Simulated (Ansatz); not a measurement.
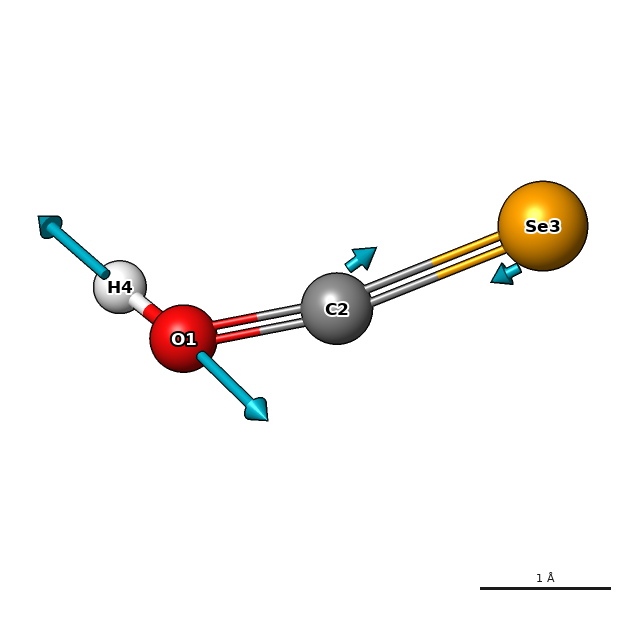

Arrows show the forces on the atoms, 0.07 Å of arrow for 1 eV/Å; forces under a tenth of the largest aren't drawn. State: charge +1, singlet. Level of theory: RHF-CCSD(T) (frozen core)/def2-TZVPP (Ansatz 0.2.0).

Question: Which bond do the forces act along most?

Answer: O1–H4, now 0.820 Å: the forces push its atoms apart, so a first step downhill lengthens it.

List the force components in the frame of the picture (x right, y up, z towards the viewer), in eV/Å.

| atom | Fx | Fy | Fz |
| --- | --- | --- | --- |
| O1 | 7.50 | −7.31 | 8.65 |
| C2 | 3.28 | 2.42 | 0.45 |
| Se3 | −3.24 | −1.68 | −0.67 |
| H4 | −7.54 | 6.58 | −8.42 |
